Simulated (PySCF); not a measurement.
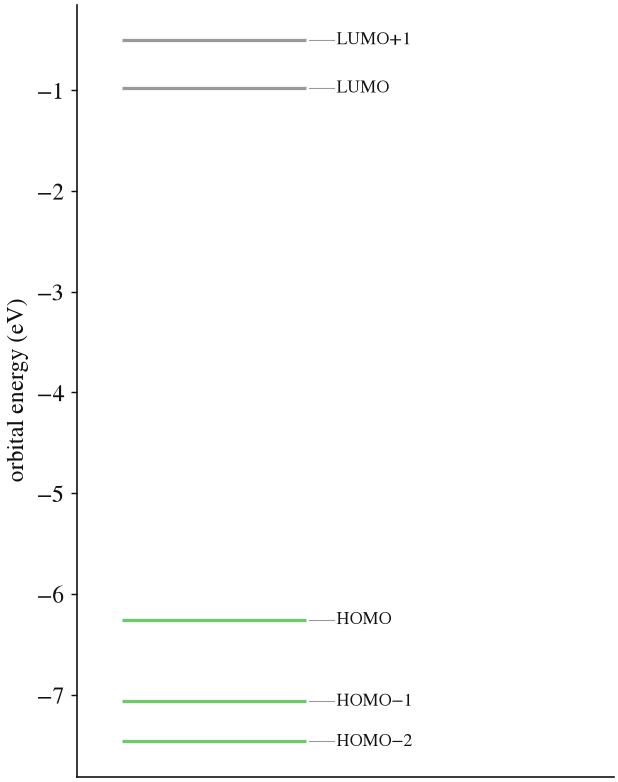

Kohn-Sham orbital energies near the frontier, PBE/def2-SVPD in PySCF, at a PBE0-D3(BJ)/def2-SVP geometry (no frequency check), isolated molecule; empty levels in grey, levels within 0.03 eV side by side.

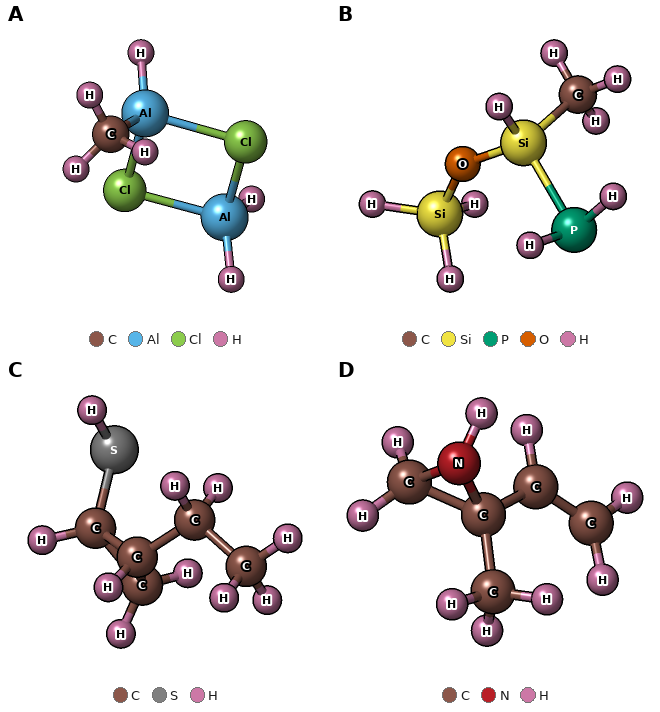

### Which molecule has this level scheme? The candidates are drawn in the second picture.

Structure B, CH₉OPSi₂, SMILES C[Si@H](P)O[SiH3]. HOMO −6.25 eV, LUMO −0.98 eV, separation 5.27 eV.

Note: one conformer of a flexible molecule.
